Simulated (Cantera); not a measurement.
Input: 1 mol Fe2O3, 0.97 mol H2, a varied amount of N2, held at 1373.15 K and 1.00 bar.

Equilibrium computed with Cantera from the NASA thermochemical tables; the gas is ideal and each condensed phase is pure. Candidate condensed phases: Fe, FeO, Fe(OH)2, Fe(OH)3, Fe2O3, Fe3O4, H2O; 27 gas species. Mutual solubility and eutectic melting of coexisting phases are not modelled. The tables' stoichiometric FeO is somewhat more stable than real wüstite, so its field is too wide. FeO: taken at fixed stoichiometry. The numbers say what is thermodynamically allowed, not how fast it happens.

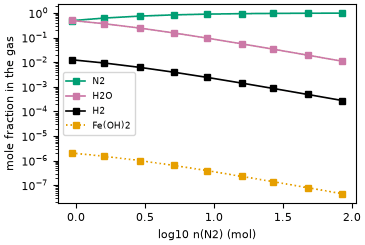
Equilibrium gas composition (values under 1e-9 drawn at 1e-9)

Problem. Read off the mole fractions at 1.6 mol N2.

Solution. N2 about 0.62, H2O about 0.37, H2 about 0.0093, Fe(OH)2 about 1.5e-6.
